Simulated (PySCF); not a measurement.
# EuH3(H2O): other functionals and bases at one geometry

How far do other levels of theory move the description of EuH3(H2O), and what does each cost? It is a constructed species; whether it can be made isn't addressed.

The runs use PySCF 2.14.0; several levels, as the steps say, no spin–orbit coupling.

1 further run of the same task is left out (for a known fault of the program).

## (1) The system as given

7 atoms, charge 0, spin multiplicity 1.

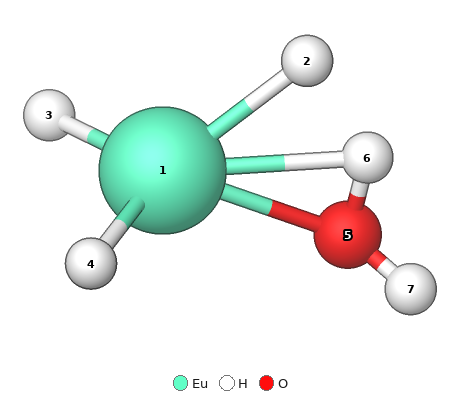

The structure; europium green, hydrogen white, oxygen red; atoms are numbered from 1 in the order of the file.

Geometry (Å):

```xyz
7
charge 0, multiplicity 1
Eu    0.05395   -0.25030   -0.04381
H     0.41858    1.81555    0.30264
H    -0.89976   -1.30715    1.42528
H     1.45769   -1.27196   -1.12791
O    -1.26824    1.27325   -1.26579
H    -0.66716    1.89581   -0.71461
H    -1.42682    1.67688   -2.12612
```

Formal oxidation states: Eu +3. Each metal's 6 4f electrons lie in its core potential, so multiplicities, spins and levels count the valence alone. An earlier session relaxed this geometry at PBE0, Eu lcecp-1-SVP with ECP52, H def2-SVP, O def2-SVP (singlet, point group C1).

At PBE0 on the finer grid: E = -113.331755 Eh, HOMO -6.53 eV, LUMO -1.21 eV, Mulliken charge on Eu1 +0.74 e, largest force component 0.011 eV/Å. 

Levels to run: TPSSh; M06-L; PBE0, TZVP. Hardware: 2 threads of Arm Neoverse V1, shared host.

## (2) TPSSh

The input, run.py (the lines that set the calculation):

```python
mol = gto.M(atom='''
Eu     0.05395    -0.25030    -0.04381
H      0.41858     1.81555     0.30264
H     -0.89976    -1.30715     1.42528
H      1.45769    -1.27196    -1.12791
O     -1.26824     1.27325    -1.26579
H     -0.66716     1.89581    -0.71461
H     -1.42682     1.67688    -2.12612''',
    basis={'Eu': 'lcecp-1-SVP', 'H': 'def2-SVP', 'O': 'def2-SVP'},
    ecp={'Eu': 'lcecp-1-SVP'},
    charge=0, spin=0)
mf = dft.RKS(mol, xc='TPSSH')
mf.grids.atom_grid = (75, 302)  # f atoms: unpruned, at least (60, 302)
mf = mf.density_fit()  # fitting sets: Eu AutoAux, H def2-universal-JKFIT, O def2-universal-JKFIT
mf.conv_tol = 1e-08; mf.max_cycle = 55
mf.kernel(dm0)  # dm0: the density of the relaxed state
```

Launch:

```
OMP_NUM_THREADS=2 python run.py
```

Standard output:

```text
init E= -113.432450765212
  HOMO = -0.222947855043132  LUMO = -0.0548553607328527  gap/eV = 4.57403
cycle= 1 E= -113.432970500349  delta_E= -0.00052  |g|= 0.00978  |ddm|= 0.118
  HOMO = -0.219232852245648  LUMO = -0.0558056302667604  gap/eV = 4.44708
cycle= 2 E= -113.432994431828  delta_E= -2.39e-05  |g|= 0.00779  |ddm|= 0.0342
  HOMO = -0.219708092013745  LUMO = -0.0546355460983221  gap/eV = 4.49185
cycle= 3 E= -113.433023151885  delta_E= -2.87e-05  |g|= 0.00113  |ddm|= 0.0182
  HOMO = -0.220010075922723  LUMO = -0.054907550383827  gap/eV = 4.49267
cycle= 4 E= -113.433023593685  delta_E= -4.42e-07  |g|= 0.000219  |ddm|= 0.0022
  HOMO = -0.220012787477386  LUMO = -0.0548991212079742  gap/eV = 4.49297
cycle= 5 E= -113.433023600325  delta_E= -6.64e-09  |g|= 0.000137  |ddm|= 0.000278
  HOMO = -0.220002895345766  LUMO = -0.0548931813746963  gap/eV = 4.49286
cycle= 6 E= -113.433023604161  delta_E= -3.84e-09  |g|= 2.2e-05  |ddm|= 0.000128
  HOMO = -0.219999519080988  LUMO = -0.0548923439265133  gap/eV = 4.49280
Extra cycle  E= -113.433023604097  delta_E= 6.39e-11  |g|= 2.97e-05  |ddm|= 4.6e-05
converged SCF energy = -113.433023604097
```

Run time: 3.9 s. Hardware: 2 threads of Arm Neoverse V1, shared host.

Read off: E = -113.433024 Eh, HOMO -5.99 eV, LUMO -1.49 eV, Mulliken charge on Eu1 +0.84 e, largest force component 0.266 eV/Å. 

## (3) M06-L

Changes to run.py (the lines that set the calculation) since step 2:

```diff
@@ -11,3 +11,3 @@
     charge=0, spin=0)
-mf = dft.RKS(mol, xc='TPSSH')
+mf = dft.RKS(mol, xc='M06L')
 mf.grids.atom_grid = (75, 302)  # f atoms: unpruned, at least (60, 302)
```

Launch:

```
OMP_NUM_THREADS=2 python run.py
```

Standard output:

```text
init E= -113.418733174718
  HOMO = -0.209718801738041  LUMO = -0.045832019620661  gap/eV = 4.45959
cycle= 1 E= -113.421942808685  delta_E= -0.00321  |g|= 0.0161  |ddm|= 0.262
  HOMO = -0.206559721734116  LUMO = -0.0466927257203425  gap/eV = 4.35020
cycle= 2 E= -113.421972645889  delta_E= -2.98e-05  |g|= 0.0167  |ddm|= 0.0476
  HOMO = -0.206280431002827  LUMO = -0.0452192684294711  gap/eV = 4.38270
cycle= 3 E= -113.422046177808  delta_E= -7.35e-05  |g|= 0.00494  |ddm|= 0.0237
  HOMO = -0.206446707469253  LUMO = -0.0450640923894324  gap/eV = 4.39144
cycle= 4 E= -113.422050307146  delta_E= -4.13e-06  |g|= 0.00183  |ddm|= 0.00639
  HOMO = -0.206520225889901  LUMO = -0.0453016561612077  gap/eV = 4.38698
cycle= 5 E= -113.422051451564  delta_E= -1.14e-06  |g|= 0.000221  |ddm|= 0.00285
  HOMO = -0.206460129549144  LUMO = -0.045243114952794  gap/eV = 4.38694
cycle= 6 E= -113.422051472363  delta_E= -2.08e-08  |g|= 6.89e-05  |ddm|= 0.000902
  HOMO = -0.206453641316651  LUMO = -0.0452510107320078  gap/eV = 4.38655
cycle= 7 E= -113.422051474288  delta_E= -1.93e-09  |g|= 1.79e-05  |ddm|= 0.000119
  HOMO = -0.206457851107611  LUMO = -0.0452527434808038  gap/eV = 4.38661
Extra cycle  E= -113.422051474311  delta_E= -2.33e-11  |g|= 1.68e-05  |ddm|= 4.91e-05
converged SCF energy = -113.422051474311
```

Run time: 4.3 s. Hardware: 2 threads of Arm Neoverse V1, shared host.

Read off: E = -113.422051 Eh, HOMO -5.62 eV, LUMO -1.23 eV, Mulliken charge on Eu1 +1.01 e, largest force component 0.132 eV/Å. 

## (4) PBE0, TZVP

Basis: Eu lcecp-1-TZVP with ECP52, H def2-TZVP, O def2-TZVP. 

The input, run.py (the lines that set the calculation):

```python
mol = gto.M(atom='''
Eu     0.05395    -0.25030    -0.04381
H      0.41858     1.81555     0.30264
H     -0.89976    -1.30715     1.42528
H      1.45769    -1.27196    -1.12791
O     -1.26824     1.27325    -1.26579
H     -0.66716     1.89581    -0.71461
H     -1.42682     1.67688    -2.12612''',
    basis={'Eu': 'lcecp-1-TZVP', 'H': 'def2-TZVP', 'O': 'def2-TZVP'},
    ecp={'Eu': 'lcecp-1-TZVP'},
    charge=0, spin=0)
mf = dft.RKS(mol, xc='PBE0')
mf.grids.atom_grid = (75, 302)  # f atoms: unpruned, at least (60, 302)
mf = mf.density_fit()  # fitting sets: Eu AutoAux, H def2-universal-JKFIT, O def2-universal-JKFIT
mf.conv_tol = 1e-08; mf.max_cycle = 55
mf.kernel(dm0)  # dm0: free metal ions and neutral atoms
```

Launch:

```
OMP_NUM_THREADS=2 python run.py
```

Standard output:

```text
init E= -116.09518000031
  HOMO = -0.132171259701385  LUMO = -0.0849509329735157  gap/eV = 1.28493
cycle= 1 E= -112.451961574243  delta_E= 3.64  |g|= 2.08  |ddm|= 1.99
  HOMO = -0.151867342285712  LUMO = -0.138383765714614  gap/eV = 0.36691
cycle= 2 E= -108.044399977239  delta_E= 4.41  |g|=  4.2  |ddm|= 4.58
  HOMO = -0.260431666612079  LUMO = -0.0753703209359476  gap/eV = 5.03578
cycle= 3 E= -113.354289476356  delta_E= -5.31  |g|= 0.603  |ddm|= 4.32
  HOMO = -0.183199781636991  LUMO = -0.0457572849065849  gap/eV = 3.74000
cycle= 4 E= -113.409948769822  delta_E= -0.0557  |g|= 0.226  |ddm|= 0.673
  HOMO = -0.238974408173952  LUMO = -0.0463445167413421  gap/eV = 5.24173
cycle= 5 E= -113.425921971712  delta_E= -0.016  |g|= 0.0435  |ddm|= 0.281
  HOMO = -0.242589301909477  LUMO = -0.0468090794458079  gap/eV = 5.32745
cycle= 6 E= -113.426407365344  delta_E= -0.000485  |g|= 0.0115  |ddm|= 0.0564
  HOMO = -0.241668730029073  LUMO = -0.0454165104402413  gap/eV = 5.34029
cycle= 7 E= -113.426438354467  delta_E= -3.1e-05  |g|= 0.00252  |ddm|= 0.0133
  HOMO = -0.241423026085299  LUMO = -0.0457190200742566  gap/eV = 5.32538
cycle= 8 E= -113.426440044074  delta_E= -1.69e-06  |g|= 0.000667  |ddm|= 0.00374
  HOMO = -0.241394921402578  LUMO = -0.04558601529392  gap/eV = 5.32823
cycle= 9 E= -113.426440210923  delta_E= -1.67e-07  |g|= 0.000112  |ddm|= 0.00139
  HOMO = -0.241401100565357  LUMO = -0.0456044806599427  gap/eV = 5.32790
cycle= 10 E= -113.426440216306  delta_E= -5.38e-09  |g|= 1.93e-05  |ddm|= 0.000195
  HOMO = -0.241393990224934  LUMO = -0.0455999596908404  gap/eV = 5.32783
Extra cycle  E= -113.426440216417  delta_E= -1.1e-10  |g|= 1.42e-05  |ddm|= 5.5e-05
converged SCF energy = -113.426440216417
```

Run time: 6.3 s. Hardware: 2 threads of Arm Neoverse V1, shared host.

It gives: E = -113.426440 Eh, HOMO -6.57 eV, LUMO -1.24 eV, Mulliken charge on Eu1 +0.94 e, largest force component 0.213 eV/Å. 

## (5) Results

| level | state | HOMO (eV) | gap (eV) | charge on Eu1 (e) | dipole (D) | largest force (eV/Å) | basis functions | time |
| --- | --- | --- | --- | --- | --- | --- | --- | --- |
| PBE0 (relaxed here) | singlet | -6.53 | 5.32 | 0.74 | 4.09 | 0.01 | 72 | 13 s |
| TPSSh | singlet | -5.99 | 4.49 | 0.84 | 4.13 | 0.27 | 72 | 3.9 s |
| M06-L | singlet | -5.62 | 4.39 | 1.01 | 4.03 | 0.13 | 72 | 4.3 s |
| PBE0, TZVP | singlet | -6.57 | 5.33 | 0.94 | 3.95 | 0.21 | 108 | 6.3 s |

Times are on 2 threads of Arm Neoverse V1, shared host; the first row also made further properties.

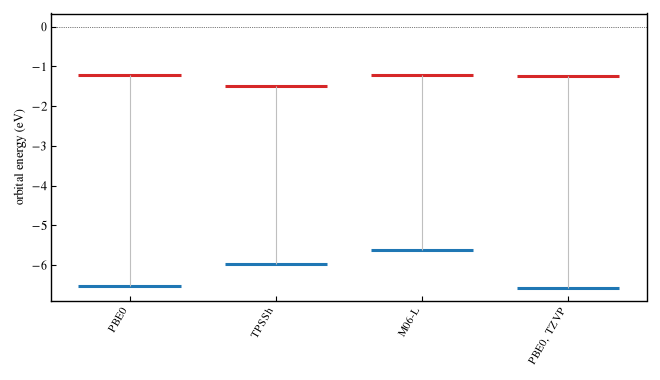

Highest filled and lowest empty level, method by method.

In one basis the HOMO–LUMO gap runs from 4.39 eV (M06-L) to 5.32 eV (PBE0). The largest leftover force, 0.27 eV/Å with TPSSh, stands at a geometry relaxed at another level. The Mulliken charge on Eu spans +0.74 to +1.01 e over the levels. With 4f in the core, its levels are missing from HOMO and gap. Total energies of different levels can't be compared. Spin–orbit coupling is left out throughout.
